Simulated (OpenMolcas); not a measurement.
**BH2S (SMILES [BH]S): methods side by side**

BH2S has 4 atoms, charge 0, and is taken as a doublet. SMILES: `[BH]S`. Geometry: relaxed at GFN2-xTB.

```xyz
4

B     0.3860   -0.3480    0.7801
S    -0.0384    1.1098   -0.0310
H     0.2474   -1.4486    0.4427
H    -0.5949    0.6868   -1.1918
```

Each level gives the energy change with the B1–S2 bond stretched from 1.721 to 2.582 Å (eV). The values are calculated.

```tsv
level	kind	program	value (eV)	less FCI/STO-3G
ROHF/STO-3G	Hartree–Fock	OpenMolcas	4.52	+0.76
USVWN5/STO-3G	LDA	OpenMolcas	4.16	+0.40
UPBE/STO-3G	GGA	OpenMolcas	3.86	+0.10
U-r2SCAN/STO-3G	meta-GGA	OpenMolcas	4.06	+0.30
UPBE0/STO-3G	global hybrid	OpenMolcas	4.20	+0.44
CASSCF(3,3)/STO-3G	multireference	OpenMolcas	3.35	-0.41
ROCCSD(T)/STO-3G	coupled cluster or CI	OpenMolcas	3.82	+0.06
FCI/STO-3G	exact in the basis	OpenMolcas	3.76	0.00
```

FCI/STO-3G is exact within its basis and frozen core, so for wave-function methods in that basis the difference is their error; functionals converge differently with the basis, so for them it is only a difference. The first shape isn't each level's own minimum. The values span 3.35 to 4.52 eV. All rows use very small basis sets, so even the best lies far from the true value.

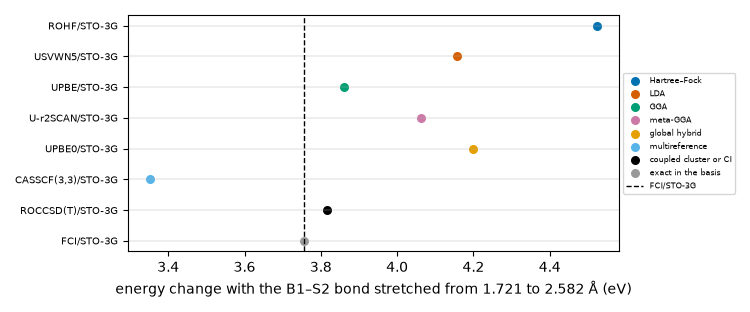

The values of the table, level by level.
